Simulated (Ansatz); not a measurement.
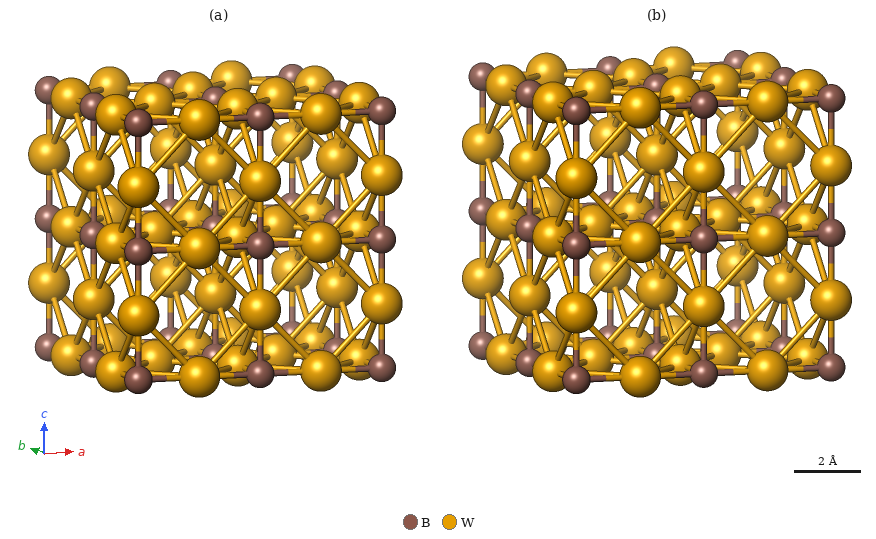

The structure of a crystal of BW₃ (a generated structure, set up in Pm-3m) (coarse preliminary run) before (left) and after (right) a relaxation, at one scale.

The picture is a ball-and-stick view of the cell of the calculation, repeated 2 × 2 × 2 with one cell outlined, seen slightly off an axis.

Theory: DFT PBE, scalar-relativistic, plane waves, PAW in Ansatz.

Input file:
```yaml
crystal:
  lattice:
    - [3.97580336, 0.0, 0.0]
    - [0.0, 3.97580336, 0.0]
    - [0.0, 0.0, 3.97580336]
  atoms:
    - { symbol: B, position: [0.0, 0.0, 0.0] }
    - { symbol: W, position: [0.5, 0.0, 0.0] }
    - { symbol: W, position: [0.0, 0.5, 0.0] }
    - { symbol: W, position: [0.0, 0.0, 0.5] }
basis:
  ecutwfc: 420
kpoints:
  mp_grid: { grid: [4, 4, 4] }
hamiltonian:
  xc: pbe
scf:
  occupations: { method: gaussian, width: 0.1 }
  lower_state_search: "off"
output:
  forces: true
  stress: true
  eigenvalues: true
relax:
  adjacent_minimum: "off"
  f_tol: 0.04
  max_steps: 70
  cell: { stress_tol: 0.4 }
```

Launched with:
```bash
ansatz run input.yaml --threads 1 --pin off --max-ram 2560MiB --backend cpu --events-out ev --progress --plain --runs-dir out
```

Q: What changed between the two?

A: The energy falls by 219 meV per atom in 2 accepted moves (3 points after the start). All forces vanish by symmetry, so only the cell relaxes. The pressure goes from 34.30 to −0.21 GPa. At 1 point the geometry stayed and the basis and grid were re-selected for the new cell (energy shift of 1.7 meV per atom at most each time). The atoms keep their places relative to the cell (all moves are under 0.005 Å). Cell: a = b = c 3.976 → 4.161 Å (+4.7 %). Volume +14.7 %. Near-neighbour distances that change, for instance: W2–W3 2.811 → 2.942 Å, B1–W2 1.988 → 2.081 Å. The space group stays Pm-3m (No. 221). Cost: 5.8 s on 1 thread of Arm Neoverse V1, with other jobs on the host, peak memory 0.31 GiB.

Limits of the set-up: the k-point mesh is coarse for a cell with partly filled bands.
